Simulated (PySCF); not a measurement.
# [WO3(OH)]−: how settings move a single point

Which settings matter for [WO3(OH)]−? Each run alters one on purpose. The structure is generated, not taken from experiment.

Method: TPSS, W def2-SVP with ECP60, O def2-SVP, H def2-SVP; scalar-relativistic core potentials, no spin–orbit coupling; program: PySCF 2.14.0.

4 further runs of the same task are left out: 2 for a known fault of the program, 1 that didn't finish, 1 set aside as unsound or not needed.

### Step 1. Where the work starts

6 atoms, charge -1, spin multiplicity 1.

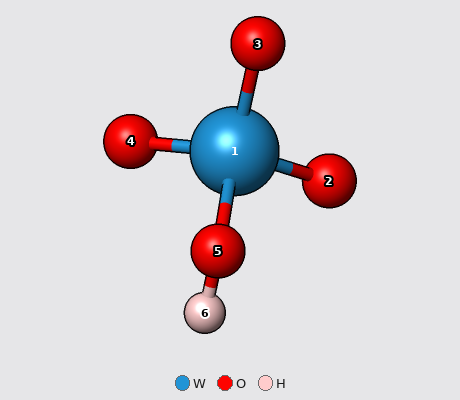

The geometry (tungsten blue, oxygen red, hydrogen pink); atoms are numbered from 1 in the order of the file.

Geometry (Å):

```xyz
6

W     0.00000   -0.02204   -0.04426
O     1.43803    0.02026   -1.07522
O     0.00000    1.35578    1.06429
O    -1.43803    0.02026   -1.07522
O     0.00000   -1.68521    1.00674
H     0.00000   -2.49428    0.46517
```

Formal oxidation states: W +6. An earlier session relaxed this geometry at TPSS, W def2-SVP with ECP60, O def2-SVP, H def2-SVP (singlet, point group Cs).

The sound run used a (50, 194) grid (finer on f atoms), a threshold of 1e-8 and at most 55 cycles, and ended at -368.682121 Eh.

### Step 2. Try 1

The input, run.py (the lines that set the calculation):

```python
mol = gto.M(atom='''
W      0.00000    -0.02204    -0.04426
O      1.43803     0.02026    -1.07522
O      0.00000     1.35578     1.06429
O     -1.43803     0.02026    -1.07522
O      0.00000    -1.68521     1.00674
H      0.00000    -2.49428     0.46517''',
    basis={'W': 'def2-SVP', 'O': 'def2-SVP', 'H': 'def2-SVP'},
    ecp={'W': 'def2-SVP'},
    charge=-1, spin=0)
mf = dft.RKS(mol, xc='TPSS')
mf.grids.atom_grid = (50, 194)
mf = mf.density_fit()  # fitting sets: W def2-universal-JKFIT, O def2-universal-JKFIT, H def2-universal-JKFIT
mf.conv_tol = 0.0001; mf.max_cycle = 55
mf.kernel(dm0)  # dm0: free metal ions and neutral atoms
```

On the command line:

```console
> OMP_NUM_THREADS=2 python run.py
```

The program printed:

```text
init E= -382.200648284909
  HOMO = 0.0866864392440574  LUMO = 0.182479279466598  gap/eV = 2.60666
cycle= 1 E= -367.489881918121  delta_E= 14.7  |g|= 2.53  |ddm|= 4.26
  HOMO = -0.302440810106985  LUMO = 0.0172752487067847  gap/eV = 8.69992
cycle= 2 E= -364.301846280468  delta_E= 3.19  |g|= 4.44  |ddm|= 4.72
  HOMO = -0.0184609042174225  LUMO = 0.086400655892934  gap/eV = 2.85343
cycle= 3 E= -368.300789502144  delta_E=   -4  |g|= 1.37  |ddm|= 3.68
  HOMO = -0.0441179938766393  LUMO = 0.133363368061463  gap/eV = 4.82951
cycle= 4 E= -368.668806018943  delta_E= -0.368  |g|= 0.269  |ddm|= 1.07
  HOMO = -0.0388230349115697  LUMO = 0.139799898068583  gap/eV = 4.86058
cycle= 5 E= -368.677571703797  delta_E= -0.00877  |g|= 0.149  |ddm|= 0.252
  HOMO = -0.0403529281990865  LUMO = 0.136015363591801  gap/eV = 4.79923
cycle= 6 E= -368.676267662424  delta_E= 0.0013  |g|= 0.167  |ddm|= 0.209
  HOMO = -0.0444538430046909  LUMO = 0.134877252404451  gap/eV = 4.87985
cycle= 7 E= -368.681971641087  delta_E= -0.0057  |g|= 0.0262  |ddm|= 0.122
  HOMO = -0.0430842963037263  LUMO = 0.135425250356837  gap/eV = 4.85749
cycle= 8 E= -368.68210960931  delta_E= -0.000138  |g|= 0.00709  |ddm|= 0.0226
  HOMO = -0.043769894927554  LUMO = 0.135334087017068  gap/eV = 4.87367
cycle= 9 E= -368.682119377577  delta_E= -9.77e-06  |g|= 0.00261  |ddm|= 0.00633
  HOMO = -0.0439980382982556  LUMO = 0.13555566967324  gap/eV = 4.88591
Extra cycle  E= -368.682100512174  delta_E= 1.89e-05  |g|= 0.00998  |ddm|= 0.00881
converged SCF energy = -368.682100512174
```

It took 4.2 s on 2 threads of Arm Neoverse V1, shared host.

Changed: the SCF threshold (0.0001). It converges in 9 cycles, +0.001 eV from the sound run, with a largest force component of 0.02 eV/Å. The result survives the change.

### Step 3. Try 2

The input, run.py (the lines that set the calculation):

```python
mol = gto.M(atom='''
W      0.00000    -0.02072    -0.04160
O      1.35175     0.01905    -1.01071
O      0.00000     1.27444     1.00043
O     -1.35175     0.01905    -1.01071
O      0.00000    -1.58410     0.94634
H      0.00000    -2.34463     0.43726''',
    basis={'W': 'def2-SVP', 'O': 'def2-SVP', 'H': 'def2-SVP'},
    ecp={'W': 'def2-SVP'},
    charge=-1, spin=0)
mf = dft.RKS(mol, xc='TPSS')
mf.grids.atom_grid = (50, 194)
mf = mf.density_fit()  # fitting sets: W def2-universal-JKFIT, O def2-universal-JKFIT, H def2-universal-JKFIT
mf.conv_tol = 1e-08; mf.max_cycle = 55
mf.kernel(dm0)  # dm0: free metal ions and neutral atoms
```

On the command line:

```console
> OMP_NUM_THREADS=2 python run.py
```

The program printed:

```text
init E= -382.428500640698
  HOMO = 0.077396573295816  LUMO = 0.190423068370396  gap/eV = 3.07561
cycle= 1 E= -367.856201365926  delta_E= 14.6  |g|= 2.08  |ddm|=  4.3
  HOMO = -0.251340153630699  LUMO = 0.05770326790703  gap/eV = 8.40950
cycle= 2 E= -366.067663533399  delta_E= 1.79  |g|=  3.6  |ddm|= 3.92
  HOMO = -0.0347108359244412  LUMO = 0.111870405220913  gap/eV = 3.98868
cycle= 3 E= -368.432067428343  delta_E= -2.36  |g|= 0.994  |ddm|= 2.84
  HOMO = -0.0456395365337585  LUMO = 0.145616279368486  gap/eV = 5.20434
cycle= 4 E= -368.623060054563  delta_E= -0.191  |g|= 0.217  |ddm|= 0.841
  HOMO = -0.0289444050922369  LUMO = 0.150734326992477  gap/eV = 4.88931
cycle= 5 E= -368.628688125638  delta_E= -0.00563  |g|= 0.116  |ddm|= 0.225
  HOMO = -0.0388790995169314  LUMO = 0.149357957711572  gap/eV = 5.12219
cycle= 6 E= -368.630812325096  delta_E= -0.00212  |g|= 0.0559  |ddm|= 0.132
  HOMO = -0.0399948888916521  LUMO = 0.148719056034235  gap/eV = 5.13517
cycle= 7 E= -368.631350370106  delta_E= -0.000538  |g|= 0.0226  |ddm|= 0.0506
  HOMO = -0.0388765878207501  LUMO = 0.148467389024798  gap/eV = 5.09789
cycle= 8 E= -368.63145837792  delta_E= -0.000108  |g|= 0.00277  |ddm|= 0.019
  HOMO = -0.0389719861935992  LUMO = 0.148496737820764  gap/eV = 5.10128
cycle= 9 E= -368.63145970733  delta_E= -1.33e-06  |g|= 0.000719  |ddm|= 0.00194
  HOMO = -0.0389833340628467  LUMO = 0.148501347357993  gap/eV = 5.10172
cycle= 10 E= -368.631459806677  delta_E= -9.93e-08  |g|= 0.000123  |ddm|= 0.000519
  HOMO = -0.0389891637302553  LUMO = 0.148505838474399  gap/eV = 5.10200
cycle= 11 E= -368.63145980973  delta_E= -3.05e-09  |g|= 9.86e-06  |ddm|= 0.000102
  HOMO = -0.038987790274722  LUMO = 0.148505477446143  gap/eV = 5.10195
Extra cycle  E= -368.631459809679  delta_E= 5.13e-11  |g|= 1.86e-05  |ddm|= 2.29e-05
converged SCF energy = -368.631459809679
```

Wall time 4.6 s (2 threads of Arm Neoverse V1, shared host).

Changed: the scale of all coordinates (0.94). It converges in 11 cycles, +1.379 eV from the sound run, with a largest force component of 5.91 eV/Å. The setting is unsound, so these numbers aren't the compound's.

### Step 4. Try 3

The input, run.py (the lines that set the calculation):

```python
mol = gto.M(atom='''
W      0.00000    -0.02204    -0.04426
O      1.43803     0.02026    -1.07522
O      0.00000     1.35578     1.06429
O     -1.43803     0.02026    -1.07522
O      0.00000    -1.68521     1.00674
H      0.00000    -2.49428     0.46517''',
    basis={'W': 'def2-SVP', 'O': 'def2-SVP', 'H': 'def2-SVP'},
    ecp={'W': 'def2-SVP'},
    charge=-1, spin=0)
mf = dft.RKS(mol, xc='TPSS')
mf.grids.atom_grid = (50, 194)
mf = mf.density_fit()  # fitting sets: W def2-universal-JKFIT, O def2-universal-JKFIT, H def2-universal-JKFIT
mf.conv_tol = 1e-08; mf.max_cycle = 55
mf.kernel(dm0)  # dm0: smeared density
```

On the command line:

```console
> OMP_NUM_THREADS=2 python run.py
```

The program printed:

```text
init E= -368.62176038204
  HOMO = -0.0536336966933796  LUMO = 0.134048435352848  gap/eV = 5.10709
cycle= 1 E= -368.680032125911  delta_E= -0.0583  |g|=  0.1  |ddm|= 0.262
  HOMO = -0.0299585483087245  LUMO = 0.130502879718864  gap/eV = 4.36638
cycle= 2 E= -368.649477349536  delta_E= 0.0306  |g|= 0.406  |ddm|= 0.347
  HOMO = -0.0416594375724924  LUMO = 0.135781111782499  gap/eV = 4.82840
cycle= 3 E= -368.682073176328  delta_E= -0.0326  |g|= 0.0138  |ddm|= 0.273
  HOMO = -0.0437669914266917  LUMO = 0.135247020921294  gap/eV = 4.87122
cycle= 4 E= -368.682116208547  delta_E= -4.3e-05  |g|= 0.00463  |ddm|= 0.0174
  HOMO = -0.043709165186572  LUMO = 0.135353223066717  gap/eV = 4.87254
cycle= 5 E= -368.682118745869  delta_E= -2.54e-06  |g|= 0.00314  |ddm|= 0.00459
  HOMO = -0.0437850716471218  LUMO = 0.135411010564663  gap/eV = 4.87617
cycle= 6 E= -368.682120486945  delta_E= -1.74e-06  |g|= 0.00123  |ddm|= 0.00279
  HOMO = -0.0437971059443958  LUMO = 0.135411454475842  gap/eV = 4.87651
cycle= 7 E= -368.6821207837  delta_E= -2.97e-07  |g|= 0.000291  |ddm|= 0.00102
  HOMO = -0.0437994349173156  LUMO = 0.135396615129198  gap/eV = 4.87617
cycle= 8 E= -368.682120803252  delta_E= -1.96e-08  |g|= 2.57e-05  |ddm|= 0.000254
  HOMO = -0.0437982046352584  LUMO = 0.135397227560388  gap/eV = 4.87616
cycle= 9 E= -368.682120803392  delta_E= -1.4e-10  |g|= 4.97e-06  |ddm|= 2.44e-05
  HOMO = -0.0437988792415662  LUMO = 0.135397195018885  gap/eV = 4.87617
Extra cycle  E= -368.682120803384  delta_E= 7.5e-12  |g|= 7.28e-06  |ddm|= 8.65e-06
converged SCF energy = -368.682120803384
```

It took 4.2 s on 2 threads of Arm Neoverse V1, shared host.

Changed: the starting guess (smeared density). It converges in 9 cycles, at the sound run's energy within 0.001 eV, with a largest force component of 0.01 eV/Å. The result survives the change.

### Step 5. Try 4

Changes to run.py (the lines that set the calculation) since step 4:

```diff
@@ -9,7 +9,7 @@
     ecp={'W': 'def2-SVP'},
-    charge=-1, spin=0)
-mf = dft.RKS(mol, xc='TPSS')
+    charge=-1, spin=1)
+mf = dft.UKS(mol, xc='TPSS')
 mf.grids.atom_grid = (50, 194)
 mf = mf.density_fit()  # fitting sets: W def2-universal-JKFIT, O def2-universal-JKFIT, H def2-universal-JKFIT
-mf.conv_tol = 1e-08; mf.max_cycle = 55
-mf.kernel(dm0)  # dm0: smeared density
+mf.conv_tol = 1e-08; mf.max_cycle = 60
+mf.kernel(dm0)  # dm0: free metal ions and neutral atoms
```

On the command line:

```console
> OMP_NUM_THREADS=2 python run.py
```

The program printed:

```text
RuntimeError: Electron number 48 and spin 1 are not consistent
Note mol.spin = 2S = Nalpha - Nbeta, not 2S+1
```

Hardware: 2 threads of Arm Neoverse V1, shared host.

Changed: the spin (1 unpaired electrons); the cycle limit is 60. The program refuses it: the number of electrons and the spin don't fit.

### Step 6. Side by side

| run | changed | ending | energy change (eV) | cycles | time | usable |
| --- | --- | --- | --- | --- | --- | --- |
| 1 | the SCF threshold | converged | +0.001 | 9 | 4.2 s | yes |
| 2 | the scale of all coordinates | converged | +1.379 | 11 | 4.6 s | no |
| 3 | the starting guess | converged | 0.000 | 9 | 4.2 s | yes |
| 4 | the spin | refused | – | – | 0 s | no |

2 of 4 altered runs give a usable result. 1 ended normally with numbers unfit to quote.
